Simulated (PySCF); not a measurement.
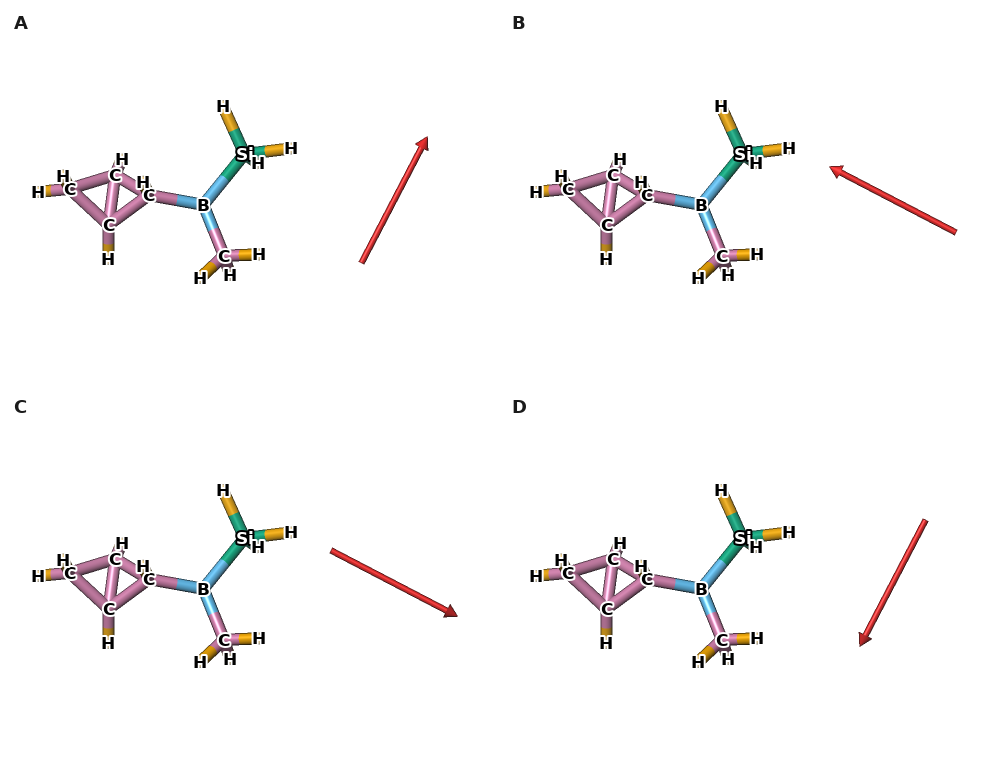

The same molecule four times, each with an arrow. The geometry was computed by an optimisation with GFN2-xTB. No frequency run is at hand to confirm it as a minimum. Properties computed with PBE0/def2-SVPD, gas phase (PySCF 2.14.0).

> Which arrow points along the dipole moment, from the negative to the positive end?

D. The dipole moment is 1.33 D.

The geometry is semi-empirical. Around B, Si such bond lengths and angles can be off by a tenth of an ångström or more and by several degrees, and values that hang on the shape move with them.
